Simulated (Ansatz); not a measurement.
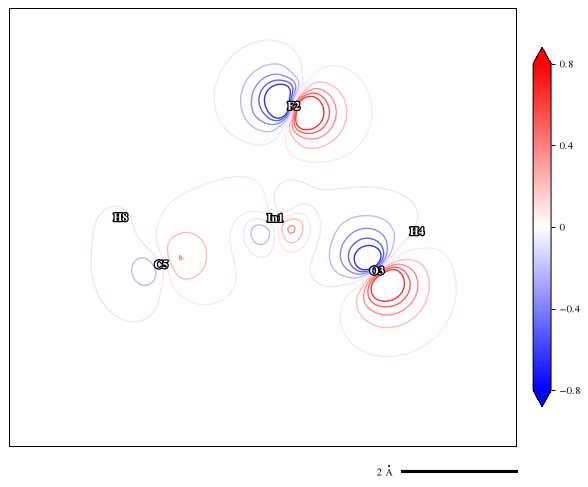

*CH$_{4}$FInO. The HOMO−1 on the plane of atoms F2, In1 and C5 (values in Å⁻³ᐟ²; the overall sign is arbitrary).*

Core potentials replace the inner electrons of In.

The calculation used Ansatz, UKS PBE/def2-SVP.

```yaml
atoms:
  - { symbol: In, position_ang: [0.2147, -0.6105, 0.0577] }
  - { symbol: F, position_ang: [2.0256, -1.4367, -0.0616] }
  - { symbol: O, position_ang: [-1.1123, -2.0853, 0.4230] }
  - { symbol: H, position_ang: [-0.6184, -2.9276, 0.4788] }
  - { symbol: C, position_ang: [-0.0867, 1.5038, -0.1929] }
  - { symbol: H, position_ang: [-0.6217, 1.8929, 0.6932] }
  - { symbol: H, position_ang: [-0.6989, 1.6686, -1.0994] }
  - { symbol: H, position_ang: [0.8977, 1.9948, -0.2985] }
```

> Describe this orbital and give its energy.

By Hirshfeld shares it lies mainly on O3 (about 40 %), F2 (about 40 %), In1 (about 10 %) and C5 (about 10 %); largely a combination of lone pairs on O3 and F2. Its energy is −6.90 eV.
